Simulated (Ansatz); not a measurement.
# Nickel, hcp under m-r²SCAN: from relaxation to bulk modulus, part 2 of 2

The plan for nickel in the hcp structure: relax it, solve it on a dense k-mesh, then scale the cell to 7 volumes from 88 to 112 % of the relaxed one and try a fit of the equation of state. The start is antiferromagnetic (alternate layers). The k-meshes are 14×14×8 for the relaxation; 24×24×13 for the dense run; 17×17×9 for the volumes.

Ansatz 0.2.0; DFT, m-r2SCAN, plane waves (500 eV) with PAW, scalar-relativistic.

### 3 Dense single point

This is Ni in the hcp structure; at room conditions it is fcc.

input.yaml

```yaml
crystal:
  lattice:
    - [2.4473449242, 0.0, 0.0]
    - [-1.2236724621, 2.1194628762, 0.0]
    - [0.0, 0.0, 4.0383408743]
  atoms:
    - { symbol: Ni, position: [0.3333333333, 0.6666666667, 0.25], spin: 0.625 }
    - { symbol: Ni, position: [0.6666666667, 0.3333333333, 0.75], spin: 0.625 }
hamiltonian:
  xc: mr2scan
  pseudopotentials:
    kind: paw
    azcp:
      Ni: "pseudopotentials/Ni.paw.azcp"
basis:
  ecutwfc: 500
  fft_grid_basis: typed
kpoints:
  mp_grid: { grid: [24, 24, 13], shift: [0, 0, 0] }
magnetization:
  spin_polarized: true
scf:
  occupations: { method: fermi_dirac, width: 0.05 }
```

What it wrote, cut to the lines that bear on the results:

```text
Warning: RAYON_NUM_THREADS=2 ignored (pool sized by the plan → 2); use --threads N
[...]
Pseudopotentials: kind: paw
Pseudopotential: Ni, paw, valence charge 18, recommended cutoff 500 eV (meta_gga), <dir>
Functional definition: m-r2SCAN
[...]
Crystal: 2 atoms, lattice volume = 20.947 Å³
Basis set: ecut = 500 eV, 549 PW (Γ), exchange–correlation on 72×72×120 points (64 copies of the dense FFT grid, shifted against one another)
Bands: 23, of which v1, the nominal top of the filled ones, is band 18 counted from 1 (17 counted from 0)
Symmetry: 24 space group operations
Space group: P63/mmc (ITA 194), of the structure as read, at distance tolerance 2.8e-5 Å
Magnetic group: BNS 194.263 (UNI 1493), of the structure as read, at distance tolerance 2.8e-5 Å
k-points: 427 of 7488
[...]
Starting moments: Σ|m| = 1.25 μB on 2 of 2 sites
[...]
SCF iter   1: F=—  HF=-11688.572357 eV  |F-HF|=—  |Δ(HF+E_count)|=         —  Δρ=6.00e-2 (↑1.11e-2 ↓6.00e-2)  dr2=5.43e-1  dr2_τ=1.05e-2  dr2_m=1.71e-1  M=1.402 μB ∫|m|=1.447 μB  β_m=1.00  ethr=1.85e-3  ⟨swp⟩=3.9  Hψ=119040  notcnv=0
[...]
SCF iter  16: F=-11690.389384 eV  HF=-11690.389384 eV  |F-HF|=4.24e-9  |Δ(HF+E_count)|=   1.30e-8  Δρ=5.46e-6 (↑1.48e-6 ↓5.46e-6)  dr2=2.38e-9  dr2_τ=1.81e-11  dr2_m=2.13e-9  M=1.248 μB ∫|m|=1.420 μB  ethr=1.46e-12  ⟨swp⟩=2.1  Hψ=82541  notcnv=0
[...]
this state was not tested for a lower state beside it, because the mixer in use, unlike msr1, does not test its closes by its own steps (another_mixer; see scf.mixing.algorithm and scf.lower_state_search)
SCF converged after 16 iterations
Magnetization: 1.2485 μB (18.6242 up, 17.3758 down)
Absolute magnetization: 1.4221 μB (∫|ρ↑−ρ↓|, with the PAW one-centre terms)
Spin contamination: 0.0134 ħ² per cell (⟨S²⟩ above its minimum at these occupations)
Per-site moments (μB) at R_I (Å): [(0.6616256801925561, 1.009529781237239), (0.6616256801925567, 1.009529781237239)]
Free energy (F): -11690.389384 eV
[...]
E sigma→0 (E₀):  -11690.373106 eV
Entropy (-TS):   -0.032554 eV (-16.277 meV/atom)
Fermi energy:    18.818673 eV
[...]
```

It took 44 s on 2 threads of an Arm CPU, shared host; peak memory 0.65 GiB.

### 4 The cell scaled to 88 % of its volume

input.yaml

```yaml
crystal:
  lattice:
    - [2.3452514134, 0.0, 0.0]
    - [-1.1726257067, 2.0310473023, 0.0]
    - [0.0, 0.0, 3.869877331]
  atoms:
    - { symbol: Ni, position: [0.3333333333, 0.6666666667, 0.25], spin: 0.662 }
    - { symbol: Ni, position: [0.6666666667, 0.3333333333, 0.75], spin: 0.662 }
hamiltonian:
  xc: mr2scan
  pseudopotentials:
    kind: paw
    azcp:
      Ni: "pseudopotentials/Ni.paw.azcp"
basis:
  ecutwfc: 500
  fft_grid_basis: typed
kpoints:
  mp_grid: { grid: [17, 17, 9], shift: [0, 0, 0] }
magnetization:
  spin_polarized: true
scf:
  occupations: { method: fermi_dirac, width: 0.05 }
  lower_state_search: "off"
output:
  stress: true
```

What it wrote, cut to the lines that bear on the results:

```text
Warning: RAYON_NUM_THREADS=2 ignored (pool sized by the plan → 2); use --threads N
[...]
Pseudopotentials: kind: paw
Pseudopotential: Ni, paw, valence charge 18, recommended cutoff 500 eV (meta_gga), <dir>
Functional definition: m-r2SCAN
[...]
Crystal: 2 atoms, lattice volume = 18.433 Å³
Basis set: ecut = 500 eV, 465 PW (Γ), exchange–correlation on 72×72×120 points (64 copies of the dense FFT grid, shifted against one another)
Bands: 23, of which v1, the nominal top of the filled ones, is band 18 counted from 1 (17 counted from 0)
Symmetry: 24 space group operations
Space group: P63/mmc (ITA 194), of the structure as read, at distance tolerance 2.6e-5 Å
Magnetic group: BNS 194.263 (UNI 1493), of the structure as read, at distance tolerance 2.6e-5 Å
k-points: 165 of 2601
[...]
Starting moments: Σ|m| = 1.324 μB on 2 of 2 sites
[...]
this state was not tested for a lower state beside it, because the mixer in use, unlike msr1, does not test its closes by its own steps (another_mixer; see scf.mixing.algorithm and scf.lower_state_search)
SCF converged after 16 iterations
Magnetization: 1.1584 μB (18.5792 up, 17.4208 down)
Absolute magnetization: 1.2976 μB (∫|ρ↑−ρ↓|, with the PAW one-centre terms)
Spin contamination: 0.0088 ħ² per cell (⟨S²⟩ above its minimum at these occupations)
Per-site moments (μB) at R_I (Å): [(0.6098650547588836, 0.9674162080356545), (0.6098650547588835, 0.9674162080356545)]
Free energy (F): -11690.115287 eV
[...]
E sigma→0 (E₀):  -11690.100903 eV
Entropy (-TS):   -0.028768 eV (-14.384 meV/atom)
Fermi energy:    22.035553 eV
[...]
--- Stress (GPa, compression-positive) ---
       39.639803      -0.000000       0.000000
       -0.000000      39.639803       0.000000
        0.000000       0.000000      38.611205
  P = ⅓ Tr σ = 39.2969 GPa (392.969 kbar)
```

Wall time 15 s (2 threads of an Arm CPU, shared host); peak memory 0.42 GiB.

### 5 The cell scaled to 92 % of its volume

input.yaml, as its differences from that of step 4:

```diff
@@ -2,5 +2,5 @@
   lattice:
-    - [2.3452514134, 0.0, 0.0]
-    - [-1.1726257067, 2.0310473023, 0.0]
-    - [0.0, 0.0, 3.869877331]
+    - [2.3802603272, 0.0, 0.0]
+    - [-1.1901301636, 2.061365911, 0.0]
+    - [0.0, 0.0, 3.9276452108]
   atoms:
@@ -26 +26,5 @@
   stress: true
+  write_density: true
+  write_potential: true
+  elf: true
+  volumetric_format: npy
```

What it wrote, cut to the lines that bear on the results:

```text
Warning: RAYON_NUM_THREADS=2 ignored (pool sized by the plan → 2); use --threads N
[...]
Pseudopotentials: kind: paw
Pseudopotential: Ni, paw, valence charge 18, recommended cutoff 500 eV (meta_gga), <dir>
Functional definition: m-r2SCAN
[...]
Crystal: 2 atoms, lattice volume = 19.271 Å³
Basis set: ecut = 500 eV, 525 PW (Γ), exchange–correlation on 72×72×120 points (64 copies of the dense FFT grid, shifted against one another)
Bands: 23, of which v1, the nominal top of the filled ones, is band 18 counted from 1 (17 counted from 0)
Symmetry: 24 space group operations
Space group: P63/mmc (ITA 194), of the structure as read, at distance tolerance 2.7e-5 Å
Magnetic group: BNS 194.263 (UNI 1493), of the structure as read, at distance tolerance 2.7e-5 Å
k-points: 165 of 2601
[...]
Starting moments: Σ|m| = 1.324 μB on 2 of 2 sites
[...]
this state was not tested for a lower state beside it, because the mixer in use, unlike msr1, does not test its closes by its own steps (another_mixer; see scf.mixing.algorithm and scf.lower_state_search)
SCF converged after 20 iterations
Magnetization: 1.2004 μB (18.6002 up, 17.3998 down)
Absolute magnetization: 1.3515 μB (∫|ρ↑−ρ↓|, with the PAW one-centre terms)
Spin contamination: 0.0103 ħ² per cell (⟨S²⟩ above its minimum at these occupations)
Per-site moments (μB) at R_I (Å): [(0.6332480419491612, 0.9818573849758443), (0.6332480419491614, 0.9818573849758443)]
Free energy (F): -11690.276838 eV
[...]
E sigma→0 (E₀):  -11690.261740 eV
Entropy (-TS):   -0.030197 eV (-15.098 meV/atom)
Fermi energy:    20.869846 eV
[...]
--- Stress (GPa, compression-positive) ---
       23.409091      -0.000000       0.000000
       -0.000000      23.409091       0.000000
        0.000000       0.000000      22.559037
  P = ⅓ Tr σ = 23.1257 GPa (231.257 kbar)
--- Band table (eV; the first three rows and the last of 330) ---
[... band rows left out ...]
[...]
```

It took 20 s on 2 threads of an Arm CPU, shared host; peak memory 0.43 GiB.

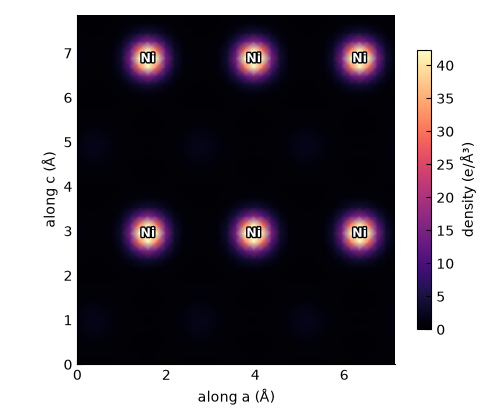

Density in a lattice plane of the grid's cell (edges 2.38 and 3.93 Å, at 0.333 of the third edge), which holds Ni. Only atoms in the plane are labelled; the density scale stops at 42.33 e/Å³. It is the smooth density of the valence electrons, not physical close to the nuclei.

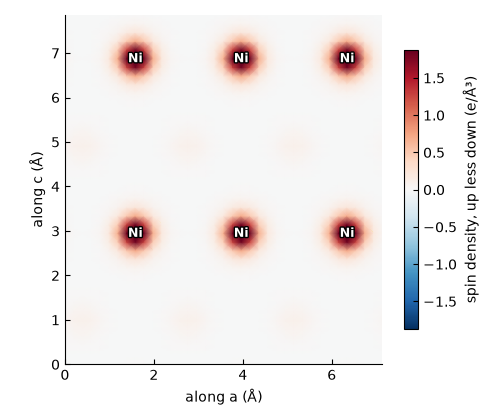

Spin density in a lattice plane of the grid's cell (edges 2.38 and 3.93 Å, at 0.333 of the third edge), which holds Ni.

### 6 The cell scaled to 96 % of its volume

input.yaml, as its differences from that of step 5:

```diff
@@ -2,5 +2,5 @@
   lattice:
-    - [2.3802603272, 0.0, 0.0]
-    - [-1.1901301636, 2.061365911, 0.0]
-    - [0.0, 0.0, 3.9276452108]
+    - [2.4142686409, 0.0, 0.0]
+    - [-1.2071343204, 2.0908179746, 0.0]
+    - [0.0, 0.0, 3.9837620098]
   atoms:
```

What it wrote, cut to the lines that bear on the results:

```text
Warning: RAYON_NUM_THREADS=2 ignored (pool sized by the plan → 2); use --threads N
[...]
Pseudopotentials: kind: paw
Pseudopotential: Ni, paw, valence charge 18, recommended cutoff 500 eV (meta_gga), <dir>
Functional definition: m-r2SCAN
[...]
Crystal: 2 atoms, lattice volume = 20.109 Å³
Basis set: ecut = 500 eV, 549 PW (Γ), exchange–correlation on 72×72×120 points (64 copies of the dense FFT grid, shifted against one another)
Bands: 23, of which v1, the nominal top of the filled ones, is band 18 counted from 1 (17 counted from 0)
Symmetry: 24 space group operations
Space group: P63/mmc (ITA 194), of the structure as read, at distance tolerance 2.7e-5 Å
Magnetic group: BNS 194.263 (UNI 1493), of the structure as read, at distance tolerance 2.7e-5 Å
k-points: 165 of 2601
[...]
Starting moments: Σ|m| = 1.324 μB on 2 of 2 sites
[...]
this state was not tested for a lower state beside it, because the mixer in use, unlike msr1, does not test its closes by its own steps (another_mixer; see scf.mixing.algorithm and scf.lower_state_search)
SCF converged after 16 iterations
Magnetization: 1.2390 μB (18.6195 up, 17.3805 down)
Absolute magnetization: 1.4021 μB (∫|ρ↑−ρ↓|, with the PAW one-centre terms)
Spin contamination: 0.0118 ħ² per cell (⟨S²⟩ above its minimum at these occupations)
Per-site moments (μB) at R_I (Å): [(0.6549476115811648, 0.995885814376125), (0.6549476115811644, 0.995885814376125)]
Free energy (F): -11690.363084 eV
[...]
E sigma→0 (E₀):  -11690.347403 eV
Entropy (-TS):   -0.031363 eV (-15.682 meV/atom)
Fermi energy:    19.802152 eV
[...]
--- Stress (GPa, compression-positive) ---
       10.554822       0.000000       0.000000
        0.000000      10.554822       0.000000
        0.000000       0.000000       9.941104
  P = ⅓ Tr σ = 10.3502 GPa (103.502 kbar)
--- Band table (eV; the first three rows and the last of 330) ---
[... band rows left out ...]
[...]
```

Run time: 18 s. Hardware: 2 threads of an Arm CPU, shared host; peak memory 0.44 GiB.

### 7 The cell scaled to 100 % of its volume

input.yaml, as its differences from that of step 6:

```diff
@@ -2,5 +2,5 @@
   lattice:
-    - [2.4142686409, 0.0, 0.0]
-    - [-1.2071343204, 2.0908179746, 0.0]
-    - [0.0, 0.0, 3.9837620098]
+    - [2.4473449242, 0.0, 0.0]
+    - [-1.2236724621, 2.1194628762, 0.0]
+    - [0.0, 0.0, 4.0383408743]
   atoms:
@@ -26,5 +26 @@
   stress: true
-  write_density: true
-  write_potential: true
-  elf: true
-  volumetric_format: npy
```

What it wrote, cut to the lines that bear on the results:

```text
Warning: RAYON_NUM_THREADS=2 ignored (pool sized by the plan → 2); use --threads N
[...]
Pseudopotentials: kind: paw
Pseudopotential: Ni, paw, valence charge 18, recommended cutoff 500 eV (meta_gga), <dir>
Functional definition: m-r2SCAN
[...]
Crystal: 2 atoms, lattice volume = 20.947 Å³
Basis set: ecut = 500 eV, 549 PW (Γ), exchange–correlation on 72×72×120 points (64 copies of the dense FFT grid, shifted against one another)
Bands: 23, of which v1, the nominal top of the filled ones, is band 18 counted from 1 (17 counted from 0)
Symmetry: 24 space group operations
Space group: P63/mmc (ITA 194), of the structure as read, at distance tolerance 2.8e-5 Å
Magnetic group: BNS 194.263 (UNI 1493), of the structure as read, at distance tolerance 2.8e-5 Å
k-points: 165 of 2601
[...]
Starting moments: Σ|m| = 1.324 μB on 2 of 2 sites
[...]
this state was not tested for a lower state beside it, because the mixer in use, unlike msr1, does not test its closes by its own steps (another_mixer; see scf.mixing.algorithm and scf.lower_state_search)
SCF converged after 21 iterations
Magnetization: 1.2689 μB (18.6345 up, 17.3655 down)
Absolute magnetization: 1.4439 μB (∫|ρ↑−ρ↓|, with the PAW one-centre terms)
Spin contamination: 0.0134 ħ² per cell (⟨S²⟩ above its minimum at these occupations)
Per-site moments (μB) at R_I (Å): [(0.6721868082060395, 1.009529781237239), (0.6721868082060397, 1.009529781237239)]
Free energy (F): -11690.389715 eV
[...]
E sigma→0 (E₀):  -11690.373510 eV
Entropy (-TS):   -0.032411 eV (-16.205 meV/atom)
Fermi energy:    18.820639 eV
[...]
--- Stress (GPa, compression-positive) ---
        0.347700       0.000000      -0.000000
        0.000000       0.347700      -0.000000
       -0.000000      -0.000000      -0.015680
  P = ⅓ Tr σ = 0.2266 GPa (2.266 kbar)
```

It took 23 s on 2 threads of an Arm CPU, shared host; peak memory 0.43 GiB.

### 8 The cell scaled to 104 % of its volume

input.yaml, as its differences from that of step 7:

```diff
@@ -2,5 +2,5 @@
   lattice:
-    - [2.4473449242, 0.0, 0.0]
-    - [-1.2236724621, 2.1194628762, 0.0]
-    - [0.0, 0.0, 4.0383408743]
+    - [2.4795505244, 0.0, 0.0]
+    - [-1.2397752622, 2.1473537441, 0.0]
+    - [0.0, 0.0, 4.0914830327]
   atoms:
```

What it wrote, cut to the lines that bear on the results:

```text
Warning: RAYON_NUM_THREADS=2 ignored (pool sized by the plan → 2); use --threads N
[...]
Pseudopotentials: kind: paw
Pseudopotential: Ni, paw, valence charge 18, recommended cutoff 500 eV (meta_gga), <dir>
Functional definition: m-r2SCAN
[...]
Crystal: 2 atoms, lattice volume = 21.785 Å³
Basis set: ecut = 500 eV, 549 PW (Γ), exchange–correlation on 80×80×120 points (64 copies of the dense FFT grid, shifted against one another)
Bands: 23, of which v1, the nominal top of the filled ones, is band 18 counted from 1 (17 counted from 0)
Symmetry: 24 space group operations
Space group: P63/mmc (ITA 194), of the structure as read, at distance tolerance 2.8e-5 Å
Magnetic group: BNS 194.263 (UNI 1493), of the structure as read, at distance tolerance 2.8e-5 Å
k-points: 165 of 2601
[...]
Starting moments: Σ|m| = 1.324 μB on 2 of 2 sites
[...]
this state was not tested for a lower state beside it, because the mixer in use, unlike msr1, does not test its closes by its own steps (another_mixer; see scf.mixing.algorithm and scf.lower_state_search)
SCF converged after 20 iterations
Magnetization: 1.2909 μB (18.6454 up, 17.3546 down)
Absolute magnetization: 1.4780 μB (∫|ρ↑−ρ↓|, with the PAW one-centre terms)
Spin contamination: 0.0150 ħ² per cell (⟨S²⟩ above its minimum at these occupations)
Per-site moments (μB) at R_I (Å): [(0.6854050838161706, 1.022814591315613), (0.6854050838161705, 1.022814591315613)]
Free energy (F): -11690.369113 eV
[...]
E sigma→0 (E₀):  -11690.352382 eV
Entropy (-TS):   -0.033462 eV (-16.731 meV/atom)
Fermi energy:    17.915548 eV
[...]
--- Stress (GPa, compression-positive) ---
       -7.755575       0.000000      -0.000000
        0.000000      -7.755575      -0.000000
        0.000000      -0.000000      -7.869454
  P = ⅓ Tr σ = -7.7935 GPa (-77.935 kbar)
```

It took 21 s on 2 threads of an Arm CPU, shared host; peak memory 0.45 GiB.

### 9 The cell scaled to 108 % of its volume

input.yaml, as its differences from that of step 8:

```diff
@@ -2,5 +2,5 @@
   lattice:
-    - [2.4795505244, 0.0, 0.0]
-    - [-1.2397752622, 2.1473537441, 0.0]
-    - [0.0, 0.0, 4.0914830327]
+    - [2.5109405722, 0.0, 0.0]
+    - [-1.2554702861, 2.1745383229, 0.0]
+    - [0.0, 0.0, 4.1432794558]
   atoms:
@@ -26 +26,5 @@
   stress: true
+  write_density: true
+  write_potential: true
+  elf: true
+  volumetric_format: npy
```

What it wrote, cut to the lines that bear on the results:

```text
Warning: RAYON_NUM_THREADS=2 ignored (pool sized by the plan → 2); use --threads N
[...]
Pseudopotentials: kind: paw
Pseudopotential: Ni, paw, valence charge 18, recommended cutoff 500 eV (meta_gga), <dir>
Functional definition: m-r2SCAN
[...]
Crystal: 2 atoms, lattice volume = 22.623 Å³
Basis set: ecut = 500 eV, 573 PW (Γ), exchange–correlation on 80×80×128 points (64 copies of the dense FFT grid, shifted against one another)
Bands: 23, of which v1, the nominal top of the filled ones, is band 18 counted from 1 (17 counted from 0)
Symmetry: 24 space group operations
Space group: P63/mmc (ITA 194), of the structure as read, at distance tolerance 2.8e-5 Å
Magnetic group: BNS 194.263 (UNI 1493), of the structure as read, at distance tolerance 2.8e-5 Å
k-points: 165 of 2601
[...]
Starting moments: Σ|m| = 1.324 μB on 2 of 2 sites
[...]
this state was not tested for a lower state beside it, because the mixer in use, unlike msr1, does not test its closes by its own steps (another_mixer; see scf.mixing.algorithm and scf.lower_state_search)
SCF converged after 18 iterations
Magnetization: 1.3067 μB (18.6534 up, 17.3466 down)
Absolute magnetization: 1.5059 μB (∫|ρ↑−ρ↓|, with the PAW one-centre terms)
Spin contamination: 0.0166 ħ² per cell (⟨S²⟩ above its minimum at these occupations)
Per-site moments (μB) at R_I (Å): [(0.6955268366084554, 1.0357629860281574), (0.6955268366084552, 1.0357629860281574)]
Free energy (F): -11690.311127 eV
[...]
E sigma→0 (E₀):  -11690.293846 eV
Entropy (-TS):   -0.034562 eV (-17.281 meV/atom)
Fermi energy:    17.078364 eV
[...]
--- Stress (GPa, compression-positive) ---
      -14.171769       0.000000       0.000000
        0.000000     -14.171769       0.000000
        0.000000       0.000000     -14.054738
  P = ⅓ Tr σ = -14.1328 GPa (-141.328 kbar)
--- Band table (eV; the first three rows and the last of 330) ---
[... band rows left out ...]
[...]
```

Wall time 25 s (2 threads of an Arm CPU, shared host); peak memory 0.47 GiB.

### 10 The cell scaled to 112 % of its volume

input.yaml, as its differences from that of step 9:

```diff
@@ -2,5 +2,5 @@
   lattice:
-    - [2.5109405722, 0.0, 0.0]
-    - [-1.2554702861, 2.1745383229, 0.0]
-    - [0.0, 0.0, 4.1432794558]
+    - [2.5415648169, 0.0, 0.0]
+    - [-1.2707824084, 2.2010596968, 0.0]
+    - [0.0, 0.0, 4.1938122343]
   atoms:
@@ -26,5 +26 @@
   stress: true
-  write_density: true
-  write_potential: true
-  elf: true
-  volumetric_format: npy
```

What it wrote, cut to the lines that bear on the results:

```text
Warning: RAYON_NUM_THREADS=2 ignored (pool sized by the plan → 2); use --threads N
[...]
Pseudopotentials: kind: paw
Pseudopotential: Ni, paw, valence charge 18, recommended cutoff 500 eV (meta_gga), <dir>
Functional definition: m-r2SCAN
[...]
Crystal: 2 atoms, lattice volume = 23.461 Å³
Basis set: ecut = 500 eV, 591 PW (Γ), exchange–correlation on 80×80×128 points (64 copies of the dense FFT grid, shifted against one another)
Bands: 23, of which v1, the nominal top of the filled ones, is band 18 counted from 1 (17 counted from 0)
Symmetry: 24 space group operations
Space group: P63/mmc (ITA 194), of the structure as read, at distance tolerance 2.9e-5 Å
Magnetic group: BNS 194.263 (UNI 1493), of the structure as read, at distance tolerance 2.9e-5 Å
k-points: 165 of 2601
[...]
Starting moments: Σ|m| = 1.324 μB on 2 of 2 sites
[...]
this state was not tested for a lower state beside it, because the mixer in use, unlike msr1, does not test its closes by its own steps (another_mixer; see scf.mixing.algorithm and scf.lower_state_search)
SCF converged after 18 iterations
Magnetization: 1.3183 μB (18.6591 up, 17.3409 down)
Absolute magnetization: 1.5297 μB (∫|ρ↑−ρ↓|, with the PAW one-centre terms)
Spin contamination: 0.0183 ħ² per cell (⟨S²⟩ above its minimum at these occupations)
Per-site moments (μB) at R_I (Å): [(0.703425749294511, 1.0483954869712153), (0.7034257492945107, 1.0483954869712153)]
Free energy (F): -11690.223655 eV
[...]
E sigma→0 (E₀):  -11690.205803 eV
Entropy (-TS):   -0.035705 eV (-17.853 meV/atom)
Fermi energy:    16.301854 eV
[...]
--- Stress (GPa, compression-positive) ---
      -19.233058      -0.000000      -0.000000
       -0.000000     -19.233058      -0.000000
       -0.000000      -0.000000     -18.900774
  P = ⅓ Tr σ = -19.1223 GPa (-191.223 kbar)
```

Wall time 21 s (2 threads of an Arm CPU, shared host); peak memory 0.46 GiB.

### 11 The equation of state

All volumes keep the relaxed shape and fractional coordinates.

| V (Å³/atom) | E − E₀ (meV/atom) | P from the stress (GPa) | P from the fit (GPa) | largest moment (μB) |
| --- | --- | --- | --- | --- |
| 9.217 | 136.3 | 39.30 | 39.17 | 0.61 |
| 9.636 | 55.9 | 23.13 | 23.00 | 0.63 |
| 10.055 | 13.0 | 10.35 | 10.24 | 0.65 |
| 10.474 | 0.0 | 0.23 | 0.13 | 0.67 |
| 10.892 | 10.5 | -7.79 | -7.88 | 0.69 |
| 11.311 | 39.8 | -14.13 | -14.24 | 0.70 |
| 11.730 | 83.8 | -19.12 | -19.27 | 0.70 |

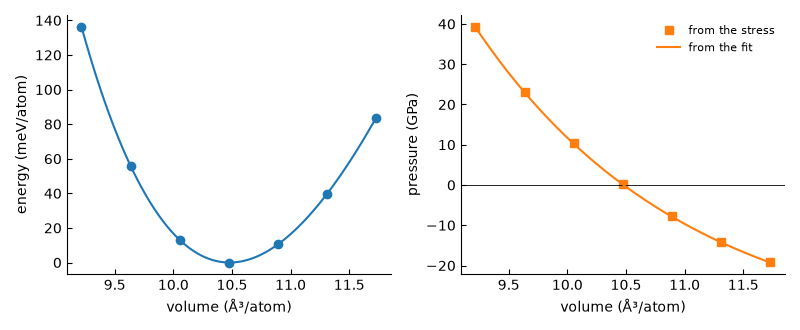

Energy and pressure against volume; the lines are the Birch-Murnaghan fit.

Fit (Birch-Murnaghan, third order): V₀ = 10.480 Å³/atom, B₀ = 224 GPa, B₀′ = 4.8, largest residual 0.03 meV/atom.

Fit and stress differ a little: one follows E(σ → 0), the other the smeared free energy.

### 12 Summary of results

What follows sums up all 2 parts.

| quantity | value |
| --- | --- |
| space group (spins left aside) | P6_3/mmc (No. 194) |
| conventional cell | a = 2.447 Å, c = 4.038 Å (c/a = 1.650) |
| volume | 10.474 Å³/atom |
| shortest distance | 2.447 Å |
| gap on the mesh | none (levels filled in part) |
| magnetic state | ferromagnetic, up to 0.66 μB per atom |
| relative to fcc, ferromagnetic | +37 meV/atom |
| V₀, B₀, B₀′ | 10.480 Å³/atom, 224 GPa, 4.8 |

**Reading.** From the guessed start the volume shrank by 4.3 % in 6 steps. It lies 37 meV/atom above the element's reference form at the same level (fcc, ferromagnetic, from a run of its own). The final state is ferromagnetic (largest moment 0.66 μB). That is not the order it started in. No gap shows: it is a metal or semimetal at this level. B₀ comes out at 224 GPa; letting shape and positions relax at each volume could only lower it. Relaxation kept the symmetry; phonons were not checked.
